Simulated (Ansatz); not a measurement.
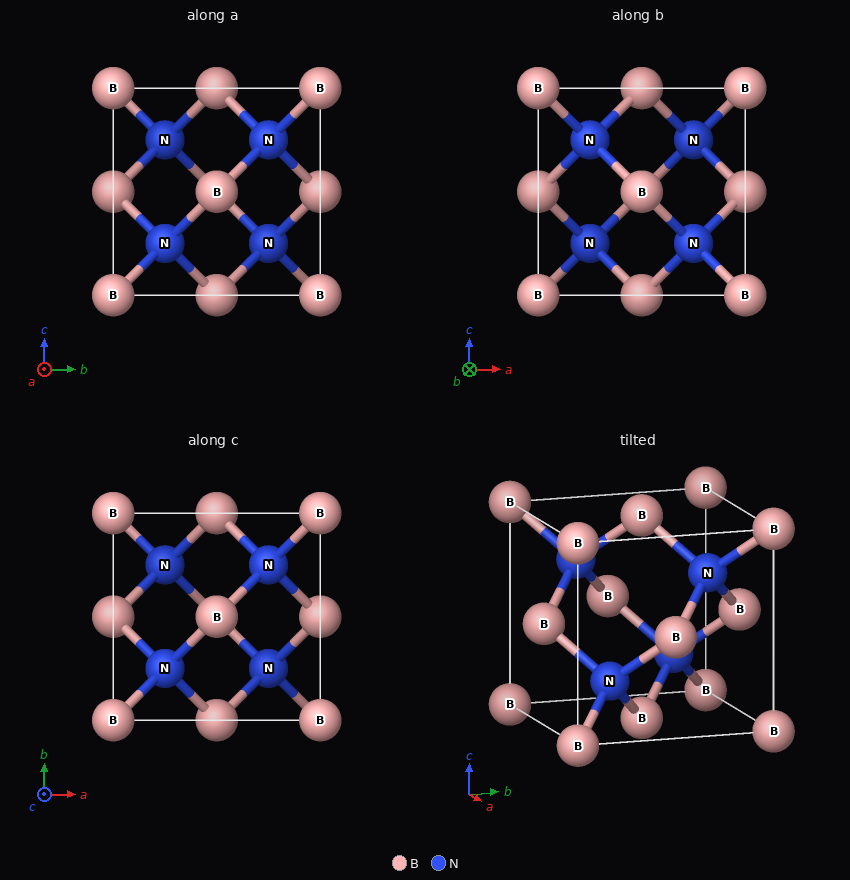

Structure drawing (ball-and-stick), viewed along the a axis, along the b axis, along the c axis and slightly off an axis. The conventional unit cell is outlined; an atom on or near a face, edge or corner is repeated at each equivalent position.

Lattice parameters: a = 3.6262 Å, b = 3.6262 Å, c = 3.6262 Å, α = 90.000°, β = 90.000°, γ = 90.000°.

From the views, write a CIF with its space group and independent sites.

```cif
data_structure
_symmetry_space_group_name_H-M 'F -4 3 m'
_symmetry_Int_Tables_number 216
_cell_length_a 3.6262
_cell_length_b 3.6262
_cell_length_c 3.6262
_cell_angle_alpha 90.000
_cell_angle_beta 90.000
_cell_angle_gamma 90.000
_cell_volume 47.68
loop_
_atom_site_label
_atom_site_type_symbol
_atom_site_symmetry_multiplicity
_atom_site_Wyckoff_symbol
_atom_site_fract_x
_atom_site_fract_y
_atom_site_fract_z
_atom_site_occupancy
B1 B 4 a 0.0000 0.0000 0.0000 1
N1 N 4 d 0.2500 0.2500 0.7500 1
```

The initial geometry was a structure type filled with these elements by a generator (whether the compound takes this form wasn't checked). Earlier steps of the study, as a rule a relaxation of our own, may have changed the cell and positions, so they can lie some per cent off the listed ones. A calculation with Ansatz used it as input.
